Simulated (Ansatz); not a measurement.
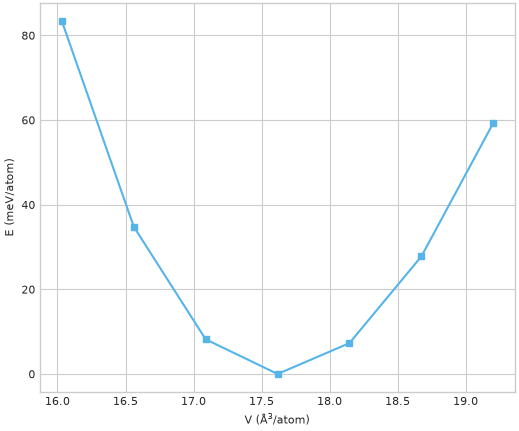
TaAg (L1₀ or tetragonal B2, P4/mmm) under volume change, PBE in the plane-wave PAW code Ansatz, shape and atoms relaxed at each volume.

### Question
What does a third-order Birch–Murnaghan fit give for V₀, B₀ and B′?

### Answer
V₀ = 17.62 Å³/atom, B₀ = 157 GPa, B′ = 4.7.

The start of the workflow was typed in or built on a structure type; neither database checked (COD, Materials Project) lists it. Whether it is the stable phase at ambient conditions was not checked. Symmetry was held in the PBE relaxation; whether a distortion lowers the energy is not shown. No spin polarisation was allowed. Its formation energy is positive at this level, so the cell may be metastable or incomplete. Spin–orbit coupling is left out wherever it is not named.

Potentials: the later of the program's two PAW sets.
